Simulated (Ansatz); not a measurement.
# CH₇AlO: molecular dynamics (part 3 of 3)

CH₇AlO; RKS BLYP-D4/6-31G* (Ansatz 0.2.0). It belongs to a series of runs on one base structure; here: dynamics from the highest image of the converged band.

## The program's output, continued
```
md step   199: t =    99.50 fs  T =   894.0 K  F+E_penalty+E_count = -9793.56597577 eV  E_kin = 0.924434 eV  conserved = -9792.64154128 eV  (27 SCF iters, 3 dispersion substeps)
these checks for a lower state are left out or cut short: starts, cluster_reference, orbital_swaps, neighbouring_geometries, increment
830 factors; their error is unknown
mean field -9793.38197623 eV, -359.9001494335 hartree, gradient 1.7e-5 eV, S^2 0.000000; 0 other end points of the search recorded, 0 dependent functions left out
the calculation of the forces begins
reference -9793.38242656 eV, -359.9001659831 hartree; 17, 17 occupied and 46, 46 virtual orbitals, 830 factors
830 factors; their error is unknown
mean field evaluation 1600: about -9793.3820 eV, gradient 1.6e-5 eV
mean field -9793.38197623 eV, -359.9001494335 hartree, gradient 1.6e-5 eV, S^2 0.000000; 1 other end points of the search recorded, 0 dependent functions left out
the calculation of the forces begins
reference -9793.38242656 eV, -359.9001659831 hartree; 17, 17 occupied and 46, 46 virtual orbitals, 830 factors
md step   200: t =   100.00 fs  T =   932.0 K  F+E_penalty+E_count = -9793.60574917 eV  E_kin = 0.963750 eV  conserved = -9792.64199962 eV  (26 SCF iters, 3 dispersion substeps)
```

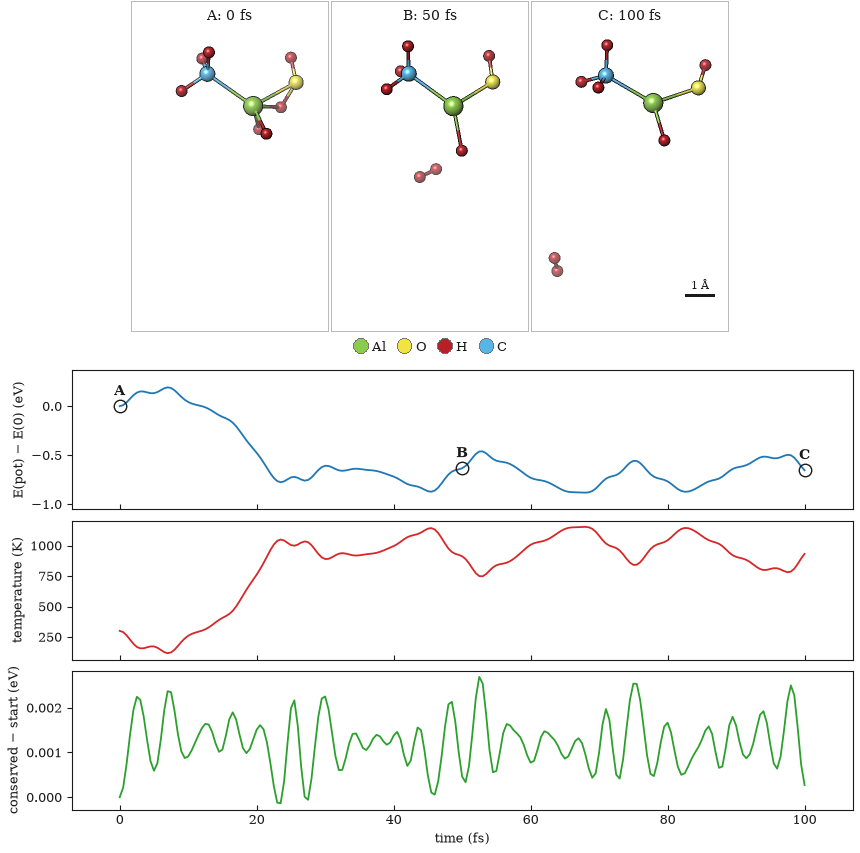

Fig. 1: Frames of the molecular dynamics (ball-and-stick, seen at a tilt) above the curves, on which the letters mark them. The trajectory kept here has 201 frames over 100 fs. The temperature starts at 300 K, ranges from 117 to 1154 K and averages 961 K over the second half. The potential energy ends 0.653 eV below its first value. The conserved quantity stays within 0.0028 eV. After an unweighted best fit of the last frame on the first, the root-mean-square displacement is 2.60 Å, and H10 has moved furthest (5.40 Å).

```
Total energy: -9793.60619950 eV, -359.9083894871 hartree
Atom 0 at    -0.133035     0.032718     0.184056 Å, force     0.577591    -0.745777     2.438420 eV/Å
Atom 1 at    -0.014921    -0.398649     1.940193 Å, force     0.373383     0.500965    -1.718807 eV/Å
Atom 2 at    -0.695552    -0.612077     2.590186 Å, force    -0.548282     0.010810     0.048688 eV/Å
Atom 3 at     1.400321     0.045907    -0.289156 Å, force    -0.245469     0.222628    -0.206614 eV/Å
Atom 4 at    -1.673668     0.022084    -0.979681 Å, force    -0.085338    -0.504844    -1.019289 eV/Å
Atom 5 at    -2.370643    -0.842993    -0.908937 Å, force    -0.262341     0.616086     0.612890 eV/Å
Atom 6 at    -2.171593     0.965885    -1.301583 Å, force     0.024955    -0.462848     0.321931 eV/Å
Atom 7 at    -1.111450    -0.337059    -1.865190 Å, force     0.165494     0.363108    -0.477194 eV/Å
Atom 8 at     0.980041     7.393253    -1.312392 Å, force    -0.032148    -0.105416    -0.052477 eV/Å
Atom 9 at     1.178294     8.036204    -0.993407 Å, force     0.032155     0.105289     0.052453 eV/Å
Dipole moment:    -0.453479     0.037340    -0.131727 e Å
```

## Trajectory as extended XYZ (Å, eV, eV/Å), 10 of the 201 frames kept, from step=0 to step=200
```
10
Properties=species:S:1:pos:R:3:forces:R:3 step=0 time_fs=0.0 energy=-9792.95250 temperature=300.0
Al    0.0283    0.1766   -0.0051   -0.0004   0.0014  -0.0027
O    -0.0972    0.1872    1.9224    0.0014  -0.0005   0.0017
H    -1.0111    0.1586    2.2825   -0.0010   0.0009  -0.0009
H     1.4136   -0.4381   -0.4910   -0.0007  -0.0011   0.0004
C    -1.7056   -0.0661   -0.9099    0.0036  -0.0020   0.0039
H    -2.0133   -1.1283   -0.9122   -0.0006   0.0010  -0.0011
H    -2.5250    0.5132   -0.4489   -0.0014  -0.0004  -0.0003
H    -1.6458    0.2452   -1.9687   -0.0001   0.0011  -0.0008
H     0.2745    1.8802    0.5281   -0.0013   0.0005  -0.0004
H     0.0844    1.3188    1.4430    0.0004  -0.0009   0.0001
10
Properties=species:S:1:pos:R:3:forces:R:3 step=22 time_fs=11.0 energy=-9792.93595 temperature=285.2
Al    0.0525    0.1749   -0.0191   -0.4896  -0.5995   1.6070
O    -0.1349    0.1800    1.8988   -1.0814  -0.6931   0.1974
H    -1.0302   -0.0268    2.3380    1.3204   0.3521  -0.8878
H     1.4718   -0.4057   -0.4513   -0.0488   0.1628  -0.1867
C    -1.7151   -0.0593   -0.8562    0.1955   0.0432  -0.5184
H    -2.0436   -1.1218   -0.8354    0.0727   0.2163   0.1631
H    -2.5327    0.5791   -0.4677    0.1755  -0.1329   0.0259
H    -1.5905    0.1787   -1.9275   -0.2344   0.0508  -0.1575
H     0.3268    1.9494    0.5843   -0.1465   0.1113   0.0042
H     0.0398    1.4745    1.3044    0.2366   0.4890  -0.2471
10
Properties=species:S:1:pos:R:3:forces:R:3 step=44 time_fs=22.0 energy=-9793.63740 temperature=963.1
Al    0.0554    0.1470    0.0340   -0.5770  -0.5816   1.1581
O    -0.1576    0.1455    1.8370   -0.6743  -0.6602  -0.4156
H    -1.0454   -0.1944    2.1755    1.1475   0.5211  -0.5548
H     1.4938   -0.1801   -0.5873   -0.0644   0.2324   0.0974
C    -1.6970   -0.0387   -0.8569   -0.2962   0.1873   0.0028
H    -2.0469   -1.0696   -0.6146    0.0834   0.1271  -0.2632
H    -2.4643    0.6261   -0.3985    0.2423  -0.0637  -0.0952
H    -1.7541    0.1134   -1.9533    0.0669  -0.1712   0.1765
H     0.3485    2.3910    0.4153   -0.1044  -0.2138   0.5873
H     0.1758    1.9916    1.0733    0.1762   0.6226  -0.6934
10
Properties=species:S:1:pos:R:3:forces:R:3 step=67 time_fs=33.5 energy=-9793.59985 temperature=927.2
Al    0.0384    0.0949    0.1175    0.4671   0.5814  -3.9850
O    -0.1580    0.0851    1.7419    0.9761   0.1329   2.6031
H    -1.0226   -0.2475    1.9488   -1.3669  -0.3597   0.8014
H     1.4473    0.2958   -0.6058    0.1026  -0.1104   0.2607
C    -1.6799   -0.0093   -0.8604   -0.3367  -0.6127   0.9552
H    -2.0350   -1.0233   -0.5304   -0.2179   0.2987  -0.1261
H    -2.3696    0.7176   -0.3612    0.0990  -0.2574  -0.3859
H    -1.8387   -0.0041   -1.9441    0.2930   0.2798  -0.1406
H     0.4488    3.0895    0.1237    0.1513   0.3521  -0.9725
H     0.3363    2.8527    0.7957   -0.1675  -0.3047   0.9897
10
Properties=species:S:1:pos:R:3:forces:R:3 step=89 time_fs=44.5 energy=-9793.80366 temperature=1124.1
Al    0.0346    0.0655    0.0732    0.1037   0.7636   0.9170
O    -0.1685    0.0039    1.8080    1.7281   0.1402  -0.6116
H    -1.0464   -0.1660    2.1205   -1.4005  -0.3208   0.5216
H     1.4663    0.6475   -0.3663   -0.1359  -0.3426  -0.1190
C    -1.6786   -0.0271   -0.8261   -0.9864  -0.1049  -0.2965
H    -2.2698   -0.9434   -0.5483    0.3958   0.3770  -0.4133
H    -2.3358    0.8216   -0.5107    0.3820  -0.1502   0.1270
H    -1.6202    0.0856   -1.9204   -0.0773  -0.3571  -0.1280
H     0.5454    3.7993   -0.1957   -0.0887  -0.0981   0.9737
H     0.4798    3.7236    0.5769    0.0792   0.0928  -0.9709
10
Properties=species:S:1:pos:R:3:forces:R:3 step=111 time_fs=55.5 energy=-9793.51747 temperature=847.3
Al    0.0296    0.0630    0.0502   -1.0040  -0.2648   3.2757
O    -0.1584   -0.0862    1.8915    0.0296   0.2485  -1.3853
H    -1.0629   -0.1201    2.3042    0.6594  -0.1319  -0.6195
H     1.4484    0.6727   -0.2701    0.1346  -0.1383  -0.3731
C    -1.7136   -0.0463   -0.8429    0.4945   0.0069  -0.7880
H    -2.4413   -0.8822   -0.7577    0.3120   0.3859   0.4879
H    -2.1450    0.9450   -0.5701   -0.3057  -0.3935  -0.2262
H    -1.4429   -0.0221   -1.9100   -0.3172   0.2954  -0.3718
H     0.6280    4.4989   -0.4342    0.0015  -0.1357  -0.9261
H     0.6260    4.6024    0.2823   -0.0046   0.1275   0.9264
10
Properties=species:S:1:pos:R:3:forces:R:3 step=133 time_fs=66.5 energy=-9793.83056 temperature=1150.3
Al   -0.0076    0.0563    0.1459   -0.2452   0.0330  -0.6795
O    -0.1054   -0.1599    1.8677   -1.6077  -0.0416   0.5171
H    -1.0678   -0.2370    2.2025    1.6656   0.0373  -0.4858
H     1.4197    0.4703   -0.4887   -0.1854  -0.1360   0.2350
C    -1.6946   -0.0449   -0.9449   -0.3973   0.8353   0.6977
H    -2.4452   -0.7805   -0.5840    0.3598  -0.2048  -0.3861
H    -2.2298    0.9158   -0.7242    0.2463  -0.0351   0.0508
H    -1.6199   -0.0125   -2.0446    0.1650  -0.4842   0.0506
H     0.7090    5.1921   -0.6986    0.0580   0.2706   0.6768
H     0.7698    5.4783    0.0140   -0.0590  -0.2747  -0.6765
10
Properties=species:S:1:pos:R:3:forces:R:3 step=156 time_fs=78.0 energy=-9793.67151 temperature=995.8
Al   -0.0610    0.0502    0.2128    0.1186   0.2345  -3.4513
O    -0.0552   -0.2340    1.8510   -0.4287  -0.3572   1.8712
H    -0.9343   -0.4699    2.2099    0.0887   0.0325   0.3202
H     1.3449    0.1401   -0.5307    0.2281   0.1194   0.2791
C    -1.6778    0.0073   -1.0088   -0.2919  -0.4492   1.4019
H    -2.2477   -0.8564   -0.5860   -0.3195   0.3616   0.1060
H    -2.3053    0.9219   -0.8822    0.0734  -0.4208  -0.2730
H    -1.6020   -0.2979   -2.0586    0.5316   0.4806  -0.2539
H     0.7997    5.9421   -0.9120   -0.1176  -0.4409  -0.6096
H     0.9126    6.3634   -0.3292    0.1174   0.4395   0.6096
10
Properties=species:S:1:pos:R:3:forces:R:3 step=178 time_fs=89.0 energy=-9793.61524 temperature=942.5
Al   -0.1054    0.0500    0.1624    0.4468  -0.4238   2.2689
O    -0.0344   -0.3234    1.9339    1.4519   0.9185  -2.6226
H    -0.7229   -0.6372    2.4883   -1.6425  -0.4877   1.0210
H     1.4213   -0.0363   -0.2968   -0.1235   0.2367  -0.2679
C    -1.6723    0.0194   -0.9855   -0.6049   0.2314   0.1347
H    -2.3250   -0.8015   -0.5970    0.3643  -0.0241  -0.5623
H    -2.3804    0.8437   -1.2174    0.4841   0.0885   0.3575
H    -1.1645   -0.2124   -1.9341   -0.3762  -0.5392  -0.3293
H     0.8841    6.6488   -1.1276    0.1241   0.4224   0.3564
H     1.0512    7.2189   -0.6458   -0.1242  -0.4227  -0.3565
10
Properties=species:S:1:pos:R:3:forces:R:3 step=200 time_fs=100.0 energy=-9793.60575 temperature=932.0
Al   -0.1330    0.0327    0.1841    0.5776  -0.7458   2.4384
O    -0.0149   -0.3986    1.9402    0.3734   0.5010  -1.7188
H    -0.6956   -0.6121    2.5902   -0.5483   0.0108   0.0487
H     1.4003    0.0459   -0.2892   -0.2455   0.2226  -0.2066
C    -1.6737    0.0221   -0.9797   -0.0853  -0.5048  -1.0193
H    -2.3706   -0.8430   -0.9089   -0.2623   0.6161   0.6129
H    -2.1716    0.9659   -1.3016    0.0250  -0.4628   0.3219
H    -1.1114   -0.3371   -1.8652    0.1655   0.3631  -0.4772
H     0.9800    7.3933   -1.3124   -0.0321  -0.1054  -0.0525
H     1.1783    8.0362   -0.9934    0.0322   0.1053   0.0525
```

The run was set up as follows.

## Input
```yaml
crystal:
  periodic: [false, false, false]
  atoms:
    - { symbol: Al, position_ang: [0.028297, 0.176596, -0.005066] }
    - { symbol: O, position_ang: [-0.09718, 0.187201, 1.922423] }
    - { symbol: H, position_ang: [-1.011134, 0.158625, 2.282522] }
    - { symbol: H, position_ang: [1.413643, -0.438133, -0.49101] }
    - { symbol: C, position_ang: [-1.705617, -0.066062, -0.909933] }
    - { symbol: H, position_ang: [-2.013262, -1.128303, -0.912211] }
    - { symbol: H, position_ang: [-2.525043, 0.513195, -0.448936] }
    - { symbol: H, position_ang: [-1.645786, 0.245236, -1.968691] }
    - { symbol: H, position_ang: [0.274516, 1.880183, 0.528093] }
    - { symbol: H, position_ang: [0.08437, 1.318761, 1.443008] }
basis:
  gaussian: { orbitals: "6-31G*" }
hamiltonian:
  xc: blyp
  dispersion: d4
md:
  timestep: 0.5
  n_steps: 200
  ensemble: nve
  temperature: 300.0
  initial_velocities: maxwell_boltzmann
  seed: 5682
```

Launch command:
```bash
ansatz run input.yaml --threads 1 --pin off --max-ram 2048MiB --backend cpu --events-out ev --progress --plain --runs-dir out
```

## Results in brief

```tsv
quantity	value
outcome	finished
mean temperature over the second half	961 K
trajectory	200 steps, 100 fs
ensemble	nve
temperature in the input	300.0 K
time step	0.5 fs
potential energy (last step)	−9793.6062 eV
mean-field energy (last step)	−9793.3824 eV
largest force (length of the vector) (last step)	2.615 eV/Å
hardware	1 thread of Arm Neoverse V2, 24 GiB of memory available, shared host
wall time	5.2 min
peak memory	0.11 GiB
```

So short a trajectory is not equilibrated.
